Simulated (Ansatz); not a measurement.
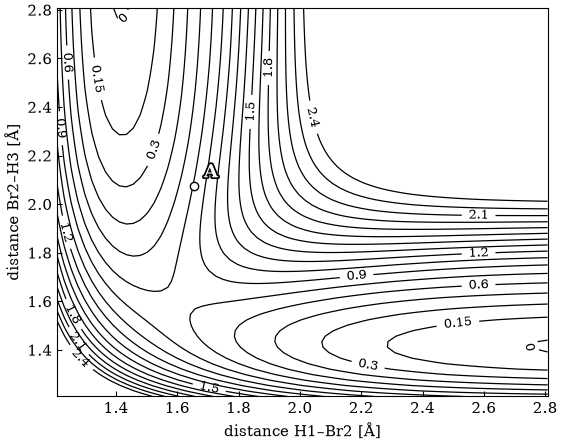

The system H + BrH, spin multiplicity 2. Coordinates scanned: (1) distance H1–Br2; (2) distance Br2–H3. Nothing is relaxed (the angle H1–Br2–H3 is fixed at 180 degrees). The grid has 17 × 17 points; 153 points were computed and 136 follow by symmetry. Points are written as (first, second). Energies: eV, counted from the lowest grid point. In part of the range the unrestricted reference is strongly spin-contaminated. The calculation used UHF-MP2, frozen core/def2-TZVPD (Ansatz).

Drawn: contour lines labelled in eV (none above 2.4), the point A. Between grid points the surface is interpolated.

Is A at rest? If not, where is it pushed?

A, at (1.655 Å, 2.076 Å), is not a stationary point. The computed force is 3.6 eV for each Å towards smaller values of distance H1–Br2 and 0.54 eV for each Å towards larger values of distance Br2–H3.
